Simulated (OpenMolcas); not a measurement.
## Relativistic diatomic calculation: ClSi⁻ (part 2 of 2)

The same run, continued: ClSi⁻. Method: SA-CASSCF(10,7)/XMS-CASPT2 + RASSI spin-orbit (X2C scalar, AMFI), ANO-RCC-VTZP (OpenMolcas).

## The program's output (extracts), continued
```
++ Dipole transition strengths (spin-free states):
     for osc. strength at least  1.00000000E-05
      From   To        Osc. strength     Einstein coefficients Ax, Ay, Az (sec-1)    Total A (sec-1)
         1    5       9.31618586E-05  4.32821991E+03  1.20237412E+04  0.00000000E+00  1.63519611E+04
         1    6       9.31618540E-05  1.20237412E+04  4.32821904E+03  0.00000000E+00  1.63519603E+04
         1    7       1.13374620E-01  2.03334815E+07  6.78328125E+07  0.00000000E+00  8.81662941E+07
         1    8       1.13374620E-01  6.78328124E+07  2.03334815E+07  0.00000000E+00  8.81662939E+07
         2    9       1.34749806E-05  2.42338465E+03  4.90259786E+01  0.00000000E+00  2.47241063E+03
         2   10       1.34749820E-05  4.90260006E+01  2.42338490E+03  0.00000000E+00  2.47241090E+03
         3    9       1.34714523E-05  4.89874889E+01  2.42148127E+03  0.00000000E+00  2.47046875E+03
         3   10       1.34714523E-05  2.42148127E+03  4.89874730E+01  0.00000000E+00  2.47046875E+03
         4    9       1.23419172E-03  2.85231882E+04  8.32369965E+04  0.00000000E+00  1.11760185E+05
         4   10       1.23419170E-03  8.32369956E+04  2.85231879E+04  0.00000000E+00  1.11760184E+05
         5    7       3.05736337E-05  0.00000000E+00  0.00000000E+00  6.55103116E+03  6.55103116E+03
         5    8       8.93609748E-05  0.00000000E+00  0.00000000E+00  1.91474306E+04  1.91474306E+04
         6    7       8.93609733E-05  0.00000000E+00  0.00000000E+00  1.91474303E+04  1.91474303E+04
         6    8       3.05736342E-05  0.00000000E+00  0.00000000E+00  6.55103127E+03  6.55103127E+03
 Electric-quadrupole - electric-quadrupole not included
 Electric-dipole - electric-octupole not included
 Electric-dipole - magnetic-quadrupole not included
   Eigenvalues of complex Hamiltonian:
  (Shifted by EMIN (a.u.) =       -750.7927708198)
 SO State       Relative EMIN(au)   Rel lowest level(eV)    D:o, cm**(-1)      Omega
     1            -0.0000086016        0.0000000000              0.0000         0.0
     2            -0.0000005375        0.0002194362              1.7699         1.0
     3            -0.0000005375        0.0002194362              1.7699         1.0
     4             0.0238426457        0.6490255016           5234.7437         2.0
     5             0.0238624362        0.6495640301           5239.0872         2.0
     6             0.0463303042        1.2609458640          10170.2143         0.0
     7             0.0735927799        2.0027956190          16153.6361         0.0
     8             0.0735943100        2.0028372572          16153.9719         0.0
     9             0.0739069272        2.0113440037          16222.5834         1.0
    10             0.0739069272        2.0113440037          16222.5834         1.0
    11             0.0742287799        2.0201020620          16293.2219         2.0
    12             0.0742287801        2.0201020678          16293.2220         2.0
    13             0.0994164432        2.7054932963          21821.2751         1.0
    14             0.0994164432        2.7054932963          21821.2751         1.0
    15             0.1552795908        4.2256069842          34081.8188         2.0
    16             0.1552795910        4.2256069873          34081.8188         2.0
    17             0.1555740751        4.2336203086          34146.4506         1.0
    18             0.1555740751        4.2336203086          34146.4506         1.0
    19             0.1558683439        4.2416277717          34211.0352         0.0
    20             0.1558702613        4.2416799467          34211.4560         0.0
    21             0.1687260228        4.5915030366          37032.9695         0.0
    22             0.1687263820        4.5915128110          37033.0483         1.0
    23             0.1687263820        4.5915128109          37033.0483         1.0
    24             0.1687274608        4.5915421677          37033.2851         2.0
    25             0.1687274608        4.5915421677          37033.2851         2.0
 Weights of the five most important spin-orbit-free states for each spin-orbit state.
 SO State  Total energy (au)           Spin-free states, spin, and weights
    1        -0.000009       1 1.0  0.9998    4 0.0  0.0002    6 1.0  0.0000    5 1.0  0.0000    8 1.0  0.0000
    2        -0.000001       1 1.0  1.0000    8 1.0  0.0000    7 1.0  0.0000    6 1.0  0.0000    5 1.0  0.0000
    3        -0.000001       1 1.0  1.0000    8 1.0  0.0000    7 1.0  0.0000    6 1.0  0.0000    5 1.0  0.0000
    4         0.023843       2 0.0  1.0000    5 1.0  0.0000    6 1.0  0.0000    8 1.0  0.0000    7 1.0  0.0000
    5         0.023862       3 0.0  1.0000    6 1.0  0.0000    5 1.0  0.0000    8 1.0  0.0000    7 1.0  0.0000
    6         0.046330       4 0.0  0.9998    1 1.0  0.0002    5 1.0  0.0000    6 1.0  0.0000    7 1.0  0.0000
    7         0.073593       5 1.0  0.5000    6 1.0  0.5000   11 2.0  0.0000    7 1.0  0.0000    8 1.0  0.0000
    8         0.073594       6 1.0  0.5000    5 1.0  0.5000    4 0.0  0.0000    1 1.0  0.0000    7 1.0  0.0000
    9         0.073907       6 1.0  0.9998    9 0.0  0.0001   10 0.0  0.0000   11 2.0  0.0000    1 1.0  0.0000
   10         0.073907       5 1.0  0.9998   10 0.0  0.0001    9 0.0  0.0000   11 2.0  0.0000    1 1.0  0.0000
   11         0.074229       6 1.0  0.5000    5 1.0  0.5000   11 2.0  0.0000    2 0.0  0.0000    8 1.0  0.0000
   12         0.074229       6 1.0  0.5000    5 1.0  0.5000   11 2.0  0.0000    3 0.0  0.0000    8 1.0  0.0000
   13         0.099416      10 0.0  0.9998    5 1.0  0.0001    6 1.0  0.0000    1 1.0  0.0000    8 1.0  0.0000
   14         0.099416       9 0.0  0.9998    6 1.0  0.0001    5 1.0  0.0000    1 1.0  0.0000    7 1.0  0.0000
   15         0.155280       8 1.0  0.5000    7 1.0  0.5000   11 2.0  0.0001    2 0.0  0.0000    5 1.0  0.0000
   16         0.155280       8 1.0  0.5000    7 1.0  0.5000   11 2.0  0.0001    3 0.0  0.0000    5 1.0  0.0000
   17         0.155574       8 1.0  1.0000   11 2.0  0.0000    1 1.0  0.0000   10 0.0  0.0000    9 0.0  0.0000
   18         0.155574       7 1.0  1.0000   11 2.0  0.0000    1 1.0  0.0000    9 0.0  0.0000   10 0.0  0.0000
   19         0.155868       7 1.0  0.5000    8 1.0  0.5000   11 2.0  0.0000    6 1.0  0.0000    5 1.0  0.0000
   20         0.155870       7 1.0  0.5000    8 1.0  0.5000    4 0.0  0.0000    1 1.0  0.0000    6 1.0  0.0000
   21         0.168726      11 2.0  1.0000    7 1.0  0.0000    8 1.0  0.0000    6 1.0  0.0000    5 1.0  0.0000
   22         0.168726      11 2.0  1.0000    8 1.0  0.0000    5 1.0  0.0000    6 1.0  0.0000    1 1.0  0.0000
   23         0.168726      11 2.0  1.0000    7 1.0  0.0000    6 1.0  0.0000    5 1.0  0.0000    1 1.0  0.0000
   24         0.168727      11 2.0  0.9999    8 1.0  0.0000    7 1.0  0.0000    5 1.0  0.0000    6 1.0  0.0000
   25         0.168727      11 2.0  0.9999    8 1.0  0.0000    7 1.0  0.0000    5 1.0  0.0000    6 1.0  0.0000
++ Dipole transition strengths (SO states):
        for osc. strength at least   1.00000000E-05
      From   To        Osc. strength     Einstein coefficients Ax, Ay, Az (sec-1)    Total A (sec-1)
         1    9       9.29850972E-05  1.20023276E+04  4.32050812E+03  0.00000000E+00  1.63228357E+04
         1   10       9.29851018E-05  4.32050899E+03  1.20023275E+04  0.00000000E+00  1.63228365E+04
         1   17       1.13355573E-01  6.78286962E+07  2.03322489E+07  0.00000000E+00  8.81609451E+07
         1   18       1.13355573E-01  2.03322490E+07  6.78286963E+07  0.00000000E+00  8.81609453E+07
         2    7       4.51610832E-05  3.92936172E+03  3.92936148E+03  0.00000000E+00  7.85872321E+03
         2    8       4.52009527E-05  3.93299422E+03  3.93299399E+03  0.00000000E+00  7.86598822E+03
         2   11       4.80308568E-05  4.25159773E+03  4.25159750E+03  0.00000000E+00  8.50319523E+03
         2   12       4.80308329E-05  4.25159564E+03  4.25159540E+03  0.00000000E+00  8.50319104E+03
         2   15       5.65718182E-02  2.19135524E+07  2.19135524E+07  0.00000000E+00  4.38271048E+07
         2   16       5.65720111E-02  2.19136272E+07  2.19136272E+07  0.00000000E+00  4.38272543E+07
         2   19       5.67951361E-02  2.21672015E+07  2.21672016E+07  0.00000000E+00  4.43344030E+07
         2   20       5.67973372E-02  2.21686060E+07  2.21686061E+07  0.00000000E+00  4.43372120E+07
         2   24       1.07265796E-05  4.90587982E+03  4.90586963E+03  0.00000000E+00  9.81174945E+03
         3    7       4.51610832E-05  3.92936172E+03  3.92936148E+03  0.00000000E+00  7.85872321E+03
         3    8       4.52009527E-05  3.93299422E+03  3.93299399E+03  0.00000000E+00  7.86598821E+03
         3   11       4.80308448E-05  4.25159666E+03  4.25159644E+03  0.00000000E+00  8.50319310E+03
         3   12       4.80308449E-05  4.25159670E+03  4.25159647E+03  0.00000000E+00  8.50319317E+03
         3   15       5.65720112E-02  2.19136272E+07  2.19136271E+07  0.00000000E+00  4.38272543E+07
         3   16       5.65718181E-02  2.19135524E+07  2.19135524E+07  0.00000000E+00  4.38271048E+07
         3   19       5.67951361E-02  2.21672014E+07  2.21672016E+07  0.00000000E+00  4.43344030E+07
         3   20       5.67973372E-02  2.21686060E+07  2.21686061E+07  0.00000000E+00  4.43372120E+07
         3   25       1.07265796E-05  4.90587982E+03  4.90586963E+03  0.00000000E+00  9.81174945E+03
         4   13       1.34706153E-05  4.90170031E+01  2.42293941E+03  0.00000000E+00  2.47195641E+03
         4   14       1.34706139E-05  2.42293916E+03  4.90169810E+01  0.00000000E+00  2.47195614E+03
         5   13       1.34670864E-05  2.42103619E+03  4.89784835E+01  0.00000000E+00  2.47001467E+03
         5   14       1.34670864E-05  4.89784995E+01  2.42103618E+03  0.00000000E+00  2.47001468E+03
         6   13       1.23345873E-03  8.31815656E+04  2.85041895E+04  0.00000000E+00  1.11685755E+05
         6   14       1.23345874E-03  2.85041898E+04  8.31815665E+04  0.00000000E+00  1.11685756E+05
         6   17       1.35085321E-05  3.98519788E+03  1.19459516E+03  0.00000000E+00  5.17979304E+03
         6   18       1.35085321E-05  1.19459516E+03  3.98519789E+03  0.00000000E+00  5.17979305E+03
         7   19       1.21747014E-04  0.00000000E+00  0.00000000E+00  2.64795706E+04  2.64795706E+04
         8   20       1.21708373E-04  0.00000000E+00  0.00000000E+00  2.64714154E+04  2.64714154E+04
         9   17       3.05716170E-05  0.00000000E+00  0.00000000E+00  6.55124846E+03  6.55124846E+03
         9   18       8.93550781E-05  0.00000000E+00  0.00000000E+00  1.91480653E+04  1.91480653E+04
        10   17       8.93550796E-05  0.00000000E+00  0.00000000E+00  1.91480656E+04  1.91480656E+04
        10   18       3.05716165E-05  0.00000000E+00  0.00000000E+00  6.55124836E+03  6.55124836E+03
        11   15       1.18123371E-04  0.00000000E+00  0.00000000E+00  2.49322484E+04  2.49322484E+04
        12   16       1.18123382E-04  0.00000000E+00  0.00000000E+00  2.49322506E+04  2.49322506E+04
 Electric-quadrupole - electric-quadrupole not included
 Electric-dipole - electric-octupole not included
 Electric-dipole - magnetic-quadrupole not included
```

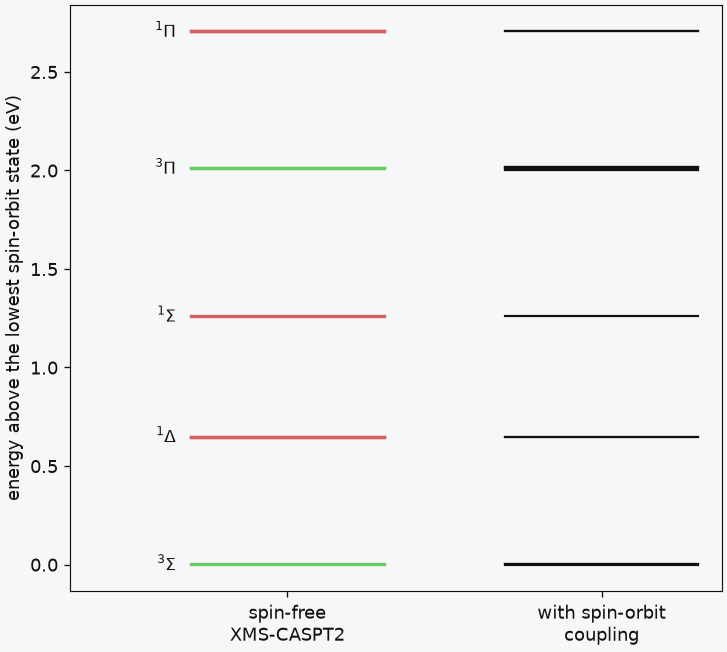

Fig. 1: States up to 3.5 eV at 2.304 Å, without spin-orbit coupling (left, a colour for each spin multiplicity) and with it (right, where close levels merge). The spin-free states run ³Σ (0.00 eV), ¹Δ (0.65 eV), ¹Σ (1.26 eV), ³Π (2.01 eV), ¹Π (2.71 eV) from the lowest. The lowest spin-orbit levels have |Ω| = 0 (0 cm⁻¹), 1 (2 cm⁻¹), 2 (5,235 cm⁻¹), 0 (10,170 cm⁻¹), 0 (16,154 cm⁻¹).

## Key numbers

- outcome: converged; whether the anion is bound against detachment isn't tested
- lowest spin-free state: ³Σ
- lowest spin-orbit level: Ω = 0, −750.79278 hartree
- next level: Ω = 1, 2 cm⁻¹
- wall time: 23 s

## Remarks

To bear in mind: the run doesn't test whether the anion keeps its extra electron; the basis has no added diffuse functions, and states above the detachment threshold, which may include the lowest, are held only by it.
